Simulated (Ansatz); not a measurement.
## Calibrating r2SCAN0-D4/def2-TZVPP on Al-containing radicals

The atomisation energy (no zero-point term) in kJ/mol of 7 Al-containing radicals: x at r2SCAN0-D4/def2-TZVPP, y at CCSD(T)/CBS estimate. Shapes, held fixed at every level: PBE0-D4/def2-TZVP. Flexible molecules stand in one conformer, not always the lowest. Programs: Ansatz 0.2.0.

| molecule | x (kJ/mol) | y (kJ/mol) |
| --- | --- | --- |
| AlS (SMILES [Al]=[S]) | 409 | 408 |
| AlHF (SMILES [F][AlH]) | 816 | 832 |
| AlH2O (SMILES [O][AlH2]) | 990 | 1005 |
| AlF2 (SMILES [F][Al][F]) | 1094 | ? |
| AlH(NH2) | 1370 | 1393 |
| CH4AlO2 (SMILES C[O][Al][OH]) | 2914 | 2971 |
| C3H4Al (SMILES C#[C][Al][CH3]) | 3057 | 3077 |

**Question.** Fit y = c + s·x to the known rows and predict y for AlF2.

**Answer.** 
1. Means of the 6 rows: x = 1592.67, y = 1614.3.
2. Σ(Δx)² = 6307259, Σ(Δx·Δy) = 6386458, so the slope is 6386458/6307259 = 1.0126.
3. Intercept: 1614.3 − (1.0126) × 1592.67 = 1.6. The largest residual of the fit is 20.
4. AlF2: 1.6 + 1.0126 × 1094 = 1109 kJ/mol.

CCSD(T)/CBS estimate gives 1134 kJ/mol, so the prediction is off by -25 kJ/mol, about the largest residual. Uncorrected, r2SCAN0-D4/def2-TZVPP misses AlF2 by -40 kJ/mol, and the other rows by 22 on average. The line removes about 35 % of this miss. Left out in turn, the other rows are missed by 16 kJ/mol on average. Open shells run unrestricted. The CBS estimate extrapolates MP2 from def2-TZVPP and def2-QZVPP and adds CCSD(T) − MP2 in the triple-zeta set, cores frozen.

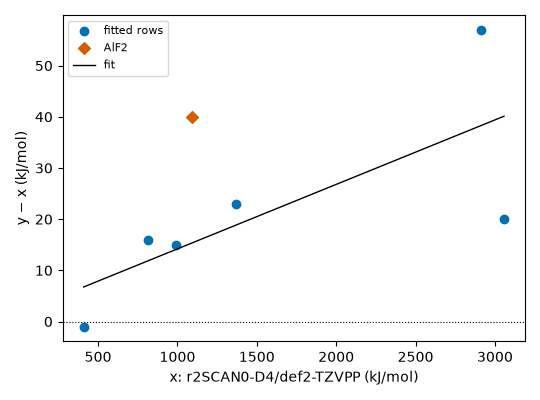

The correction y − x against x, with the fitted line and the withheld molecule.
